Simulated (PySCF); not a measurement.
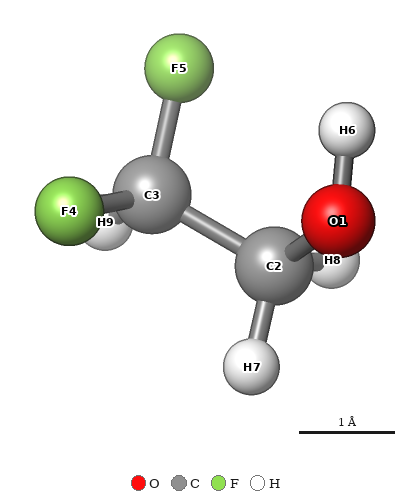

The structure as given in the input (ball-and-stick view, seen at a tilt; atoms are numbered from 1 in the order of the input). Bond lengths as drawn: C–C 1.51 Å, C–F 1.35 to 1.36 Å, C–H 1.10 to 1.11 Å, C–O 1.39 Å and H–O 0.96 Å.

**What a change does: NMR shielding calculation on C2H4F2O**

System: C2H4F2O, SMILES OCC(F)F.
Method of run 1: GIAO WP04/pcSseg-2 NMR shielding, non-relativistic, gas phase (PySCF 2.14.0).

The geometry comes from this level: PBE0-D3(BJ)/def2-SVP. Text and figures count atoms from 1; the logs count them from 0 in places.

### Input file, run 1
```
{"job": {"kind": "nmr", "xc": "WP04", "basis": "pcSseg-2", "pop": false}, "charge": 0, "multiplicity": 1}
O      0.316688     1.498386     0.418575
C      0.688714     0.223797     0.007855
C     -0.483269    -0.729901    -0.013728
F     -0.989953    -0.910245     1.221241
F     -1.466338    -0.181201    -0.780023
H     -0.429916     1.770074    -0.128652
H      1.439350    -0.161940     0.714939
H      1.149741     0.207855    -1.001673
H     -0.225004    -1.716811    -0.438532
```

The first line tells a small driver script what to run in PySCF; the rest is the geometry in Å.

Hardware: 1 CPU thread, shared host.

### Output (run 1)
```
coarse grid: 7912 points
cycle   1  E = -360.1810975336  dE =  6.835e-01  |g| = 1.359e+00  |ddm| = 1.855e+00
cycle   2  E = -359.5856887264  dE =  5.954e-01  |g| = 2.310e+00  |ddm| = 1.852e+00
cycle   3  E = -360.4503297975  dE = -8.646e-01  |g| = 1.642e-01  |ddm| = 1.428e+00
cycle   4  E = -360.4547618646  dE = -4.432e-03  |g| = 8.251e-02  |ddm| = 1.369e-01
cycle   5  E = -360.4559614530  dE = -1.200e-03  |g| = 2.048e-02  |ddm| = 4.853e-02
cycle   6  E = -360.4560217647  dE = -6.031e-05  |g| = 6.599e-03  |ddm| = 1.205e-02
cycle   7  E = -360.4560297661  dE = -8.001e-06  |g| = 9.788e-04  |ddm| = 4.111e-03
final grid: 78320 points
cycle   8  E = -360.4499748839  dE = -1.502e-04  |g| = 7.790e-03  |ddm| = 4.621e-02
cycle   9  E = -360.4499624369  dE =  1.245e-05  |g| = 1.160e-02  |ddm| = 9.542e-03
cycle  10  E = -360.4499863546  dE = -2.392e-05  |g| = 1.157e-03  |ddm| = 5.374e-03
cycle  11  E = -360.4499865261  dE = -1.714e-07  |g| = 5.185e-04  |ddm| = 9.104e-04
cycle  12  E = -360.4499865752  dE = -4.911e-08  |g| = 9.850e-05  |ddm| = 3.366e-04
cycle  13  E = -360.4499865763  dE = -1.176e-09  |g| = 5.282e-05  |ddm| = 7.063e-05
cycle  14  E = -360.4499865768  dE = -4.336e-10  |g| = 6.181e-06  |ddm| = 2.547e-05
converged SCF energy = -360.4499865768

GIAO shielding tensors (ppm)
atom      isotropic    diamagn.    paramagn.     s11        s22        s33       span
  0 O      310.016     383.608     -73.592    274.691    299.224    356.132     81.441
  1 C      103.661     239.306    -135.645     84.427     93.128    133.428     49.001
  2 C       46.585     238.162    -191.577     22.572     50.009     67.174     44.602
  3 F      315.751     470.564    -154.813    196.277    341.747    409.230    212.953
  4 F      324.365     472.846    -148.481    201.377    344.423    427.294    225.918
  5 H       30.188      31.023      -0.835     20.595     28.502     41.467     20.872
  6 H       28.046      28.826      -0.781     25.123     26.921     32.093      6.970
  7 H       27.943      29.502      -1.558     24.158     26.888     32.784      8.626
  8 H       25.928      28.504      -2.577     23.389     25.416     28.979      5.590
```

The input of run 2 differs as follows (lines with − go, lines with + come):
```diff
-"xc": "WP04"
+"xc": "LC-wPBE"
```

How does run 2 compare with run 1?

The total energies belong to different methods, so their difference says nothing on which is more stable or more accurate. The HOMO goes from −9.62 to −11.31 eV. The LUMO goes from −0.88 to 2.35 eV. The dipole moment goes from 2.43 to 2.39 D. Of all shieldings, the largest change is that of O1, by +27.9 ppm. The functional changes from WP04 to LC-wPBE. Exact exchange removes part of the self-interaction error of semilocal functionals, which pushes filled and empty levels apart. The SCF takes 12 iterations against 14.

### Output (run 2)
```
coarse grid: 7912 points
cycle   1  E = -353.3184128112  dE =  7.773e-01  |g| = 9.817e-01  |ddm| = 1.868e+00
cycle   2  E = -353.3061379916  dE =  1.227e-02  |g| = 1.104e+00  |ddm| = 8.825e-01
cycle   3  E = -353.4842654195  dE = -1.781e-01  |g| = 5.555e-02  |ddm| = 4.295e-01
cycle   4  E = -353.4847934863  dE = -5.281e-04  |g| = 1.880e-02  |ddm| = 4.058e-02
cycle   5  E = -353.4848699678  dE = -7.648e-05  |g| = 5.839e-03  |ddm| = 1.803e-02
cycle   6  E = -353.4848766437  dE = -6.676e-06  |g| = 1.838e-03  |ddm| = 4.649e-03
final grid: 78320 points
cycle   7  E = -353.4814242151  dE = -1.431e-04  |g| = 1.093e-02  |ddm| = 3.286e-02
cycle   8  E = -353.4814227070  dE =  1.508e-06  |g| = 1.205e-02  |ddm| = 7.805e-03
cycle   9  E = -353.4814411760  dE = -1.847e-05  |g| = 3.498e-04  |ddm| = 3.737e-03
cycle  10  E = -353.4814412183  dE = -4.231e-08  |g| = 1.980e-04  |ddm| = 4.469e-04
cycle  11  E = -353.4814412137  dE =  4.651e-09  |g| = 5.078e-05  |ddm| = 1.422e-04
cycle  12  E = -353.4814412143  dE = -5.953e-10  |g| = 2.176e-05  |ddm| = 5.011e-05
converged SCF energy = -353.4814412143

GIAO shielding tensors (ppm)
atom      isotropic    diamagn.    paramagn.     s11        s22        s33       span
  0 O      337.953     380.199     -42.246    296.073    330.510    387.274     91.201
  1 C      120.880     238.263    -117.383    102.958    110.875    148.807     45.849
  2 C       63.796     236.828    -173.031     40.480     65.563     85.346     44.866
  3 F      326.592     466.352    -139.760    208.665    337.755    433.356    224.691
  4 F      334.227     468.661    -134.434    212.462    340.450    449.770    237.308
  5 H       30.209      31.011      -0.802     19.957     28.284     42.385     22.428
  6 H       27.664      28.733      -1.069     24.477     26.407     32.107      7.630
  7 H       27.633      29.337      -1.704     23.505     26.521     32.874      9.369
  8 H       25.613      28.552      -2.939     22.824     24.933     29.083      6.259
```

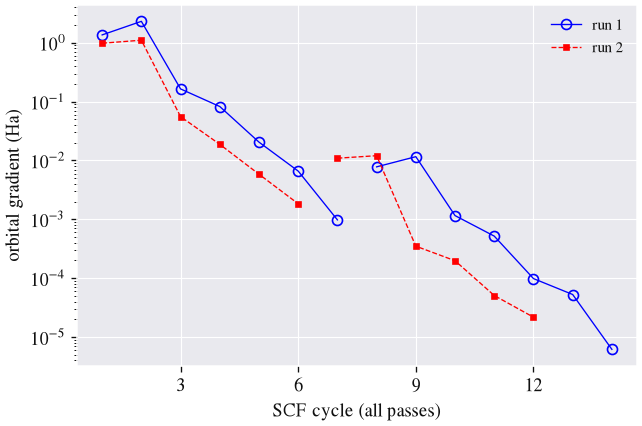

Convergence of the two runs: orbital gradient against the SCF cycle. A break in a curve parts two SCF passes (coarse and final grid). Run 1 takes 14 cycles in all, and run 2 takes 12.

### The two runs side by side

```tsv
quantity	run 1	run 2
outcome	converged	converged
total energy (hartree)	−360.449987	−353.481441
HOMO (eV)	−9.62	−11.31
LUMO (eV)	−0.88	2.35
dipole moment (D)	2.43	2.39
shielding of O1 (ppm)	310.0	338.0
shielding of C2 (ppm)	103.7	120.9
shielding of C3 (ppm)	46.6	63.8
shielding of F4 (ppm)	315.8	326.6
shielding of F5 (ppm)	324.4	334.2
shielding of H7 (ppm)	28.0	27.7
shielding of H9 (ppm)	25.9	25.6
SCF iterations	14	12
basis functions	236	236
wall time (shared host)	29 s	54 s
```
